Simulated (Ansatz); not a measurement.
SiH$_{2}$BrClF$_{2}$: several calculations on one system

**1. Relaxation**

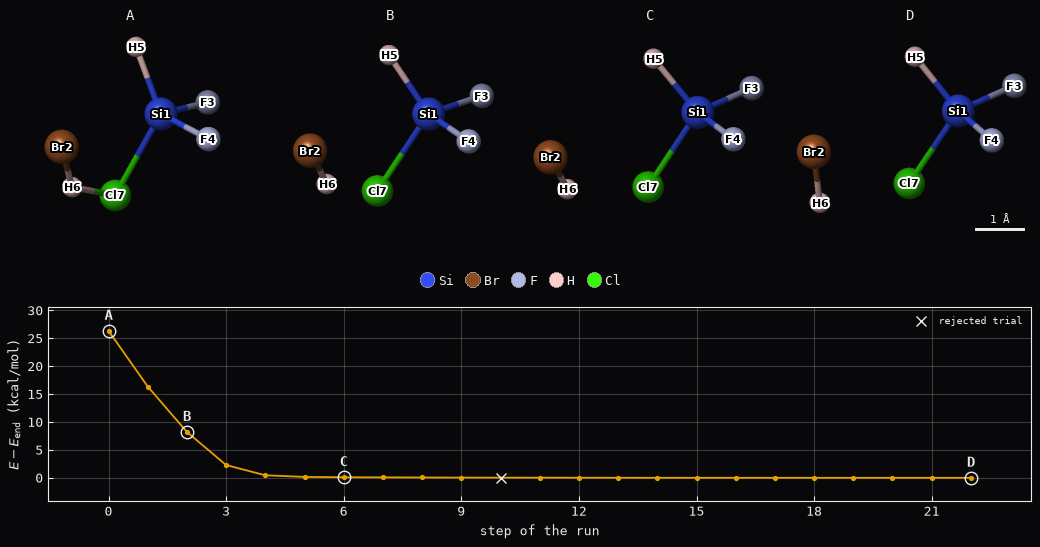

Frames of a relaxation of SiH2BrClF2 (started from a transition state, displaced along its imaginary mode), marked on the history of the run. The picture is a ball-and-stick view, seen from a free direction.

Level of theory: RKS PBE0-D4/def2-TZVP in Ansatz. Settings: force threshold 0.005 eV/Å; at most 200 steps.

### Describe the path.

The largest move after the best rigid fit is that of H6, 1.03 Å. Largest moves by element: H 1.03 Å, Br 0.74 Å, F 0.64 Å, Cl 0.51 Å, Si 0.50 Å. Some distances before and after: H6–Cl7 1.644 → 3.086 Å, Si1–Br2 2.691 → 3.929 Å, Br2–Cl7 2.988 → 3.985 Å, Si1–Cl7 2.133 → 2.026 Å. Bonds break, among them: H6–Cl7 (1.64 → 3.09 Å). Among the angles between lasting bonds that change: H5–Si1–Cl7 129.9° → 111.7°, F3–Si1–Cl7 91.4° → 108.2°, F3–Si1–H5 100.9° → 109.8°. The energy falls by 26.3 kcal/mol in 21 accepted moves (22 points after the start). Largest force component: 1.4 eV/Å at the start, 0.0022 eV/Å at the end. The line search rejected the trial step at point 10 of the run. From step 0 to 2: Br2 moves most (0.38 Å), energy −18.1 kcal/mol. From step 2 to 6: H6 moves most (0.55 Å), energy −8.12 kcal/mol. From step 6 to 22: H6 moves most (0.37 Å), energy −0.10 kcal/mol.

```csv
step,"E − E(0), kcal/mol","largest force component, eV/Å",note
0,0.00,1.4339,
1,-9.98,1.2313,
2,-18.13,1.4540,
3,-24.06,0.8655,
4,-25.89,0.1647,
5,-26.18,0.0668,
6,-26.25,0.0458,
7,-26.27,0.0842,
8,-26.29,0.0462,
9,-26.31,0.0774,
10,-26.30,0.2116,rejected
11,-26.32,0.0152,
12,-26.33,0.0913,
13,-26.34,0.0386,
14,-26.34,0.0124,
15,-26.34,0.0119,
16,-26.34,0.0288,
17,-26.34,0.0117,
18,-26.35,0.0210,
19,-26.35,0.0118,
20,-26.35,0.0056,
21,-26.35,0.0063,
22,-26.35,0.0022,
```

**2. Relaxation**

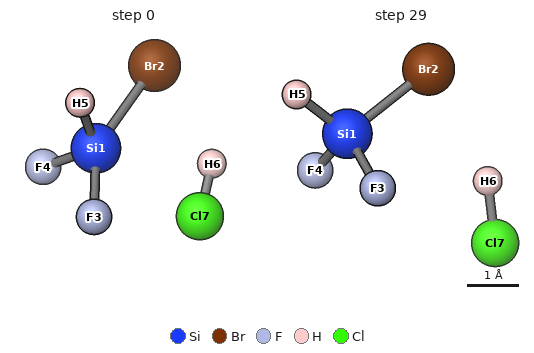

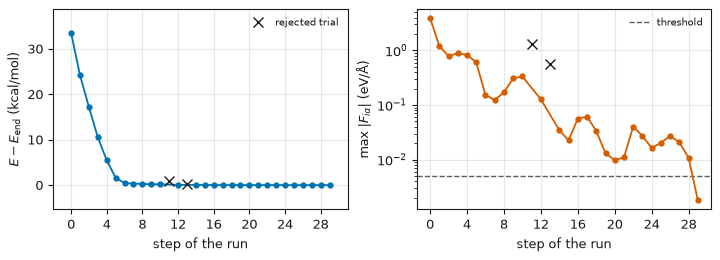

First and last geometry of a relaxation of SiH2BrClF2 (started from a transition state, displaced along its imaginary mode), with the history of the run. Style: ball-and-stick. Shown from a free direction.

These are results of RKS PBE0-D4/def2-TZVP (Ansatz 0.2.0), not measurements. (force threshold 0.005 eV/Å; at most 200 steps)

### Read the history and describe the run.

It converged. Cl7 moves most after the best rigid fit: 1.23 Å. By element the largest moves are Cl 1.23 Å, H 1.04 Å, F 0.74 Å, Br 0.64 Å, Si 0.49 Å. Among the contacts that change: Si1–Cl7 2.621 → 4.199 Å, Br2–Cl7 3.159 → 3.946 Å, Br2–H6 2.282 → 2.727 Å, Si1–Br2 2.309 → 2.195 Å. Among the angles between lasting bonds that change: Br2–Si1–F3 150.8° → 108.7°, Br2–Si1–H5 91.6° → 110.9°, F3–Si1–H5 96.4° → 110.1°. The energy falls by 33.5 kcal/mol in 27 accepted moves (29 points after the start). The largest force component goes from 4 to 0.0018 eV/Å. The line search rejected the trial steps at points 11, 13 of the run. Cost: 60 s on 8 threads of Arm Neoverse V2, on a shared host.

```tsv
step	E − E(0), kcal/mol	largest force component, eV/Å	note
0	0.00	3.9593	
1	-9.31	1.2118	
2	-16.28	0.7866	
3	-22.96	0.8921	
4	-28.02	0.8279	
5	-31.85	0.6081	
6	-33.01	0.1536	
7	-33.13	0.1234	
8	-33.20	0.1712	
9	-33.28	0.3082	
10	-33.28	0.3335	
11	-32.54	1.3338	rejected
12	-33.41	0.1270	
13	-33.30	0.5682	rejected
14	-33.44	0.0346	
15	-33.44	0.0224	
16	-33.45	0.0566	
17	-33.46	0.0610	
18	-33.46	0.0334	
19	-33.46	0.0130	
20	-33.46	0.0098	
21	-33.46	0.0110	
22	-33.47	0.0403	
23	-33.47	0.0271	
24	-33.47	0.0164	
25	-33.47	0.0204	
26	-33.47	0.0271	
27	-33.47	0.0208	
28	-33.47	0.0107	
29	-33.47	0.0018
```

**3. Reaction**

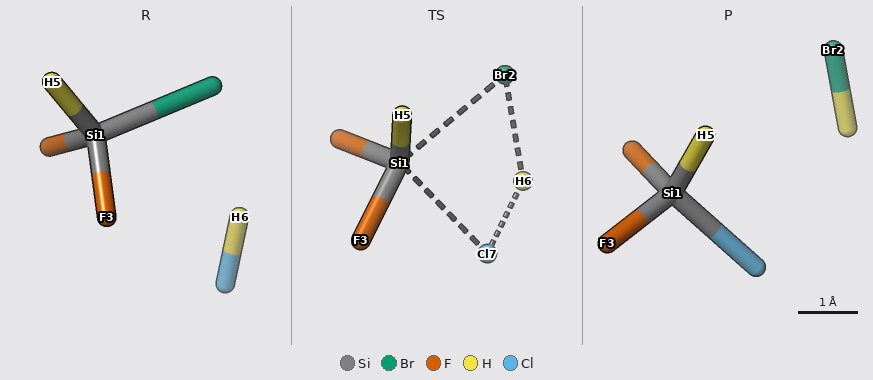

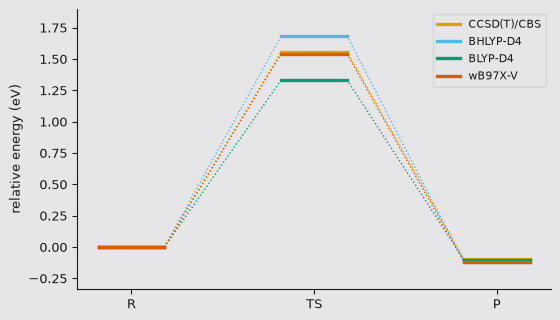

A reaction step of SiH2BrClF2, with its energy diagram. A stick model, seen from a free direction. Dashed sticks mark bonds that form or break.

Stationary points at PBE0-D4/def2-TZVP, single-point energies with CCSD(T)/CBS, BHLYP-D4, BLYP-D4, wB97X-V (def2-TZVPP where no basis is named; Ansatz 0.2.0). The energies are electronic, without zero-point or thermal terms, and both ends are the minima reached downhill from the saddle, with any fragments still in contact. CCSD(T)/CBS stands for a frozen-core estimate: MP2 correlation extrapolated from def2-TZVPP and def2-QZVPP, CCSD(T) minus MP2 from the smaller set.

**Describe the step and its energetics.**

Counted by bonded pieces, R holds HCl + SiHBrF₂ and P holds HBr + SiHClF₂. From R over the saddle to P, bonds form: Cl–Si (4.20 → 2.38 → 2.03 Å), Br–H (2.73 → 1.88 → 1.42 Å). Bonds break: Br–Si (2.19 → 2.50 → 3.93 Å), Cl–H (1.28 → 1.41 → 3.09 Å). The saddle has one imaginary mode, 325i cm⁻¹. With CCSD(T)/CBS the barrier is 1.56 eV from R and 1.65 eV from P, and P lies 0.09 eV below R.

| level | barrier from R (eV) | barrier from P (eV) | P less R (eV) |
| --- | --- | --- | --- |
| CCSD(T)/CBS | 1.56 | 1.65 | −0.09 |
| BHLYP-D4 | 1.69 | 1.80 | −0.12 |
| BLYP-D4 | 1.33 | 1.44 | −0.10 |
| wB97X-V | 1.54 | 1.66 | −0.12 |

Against CCSD(T)/CBS, wB97X-V comes closest on the barrier from R (−0.02 eV) and BLYP-D4 misses most (−0.22 eV).

Limits of the set-up: the start holds two separate molecules, 2.7 Å apart at their closest, whose relative position is a soft coordinate.
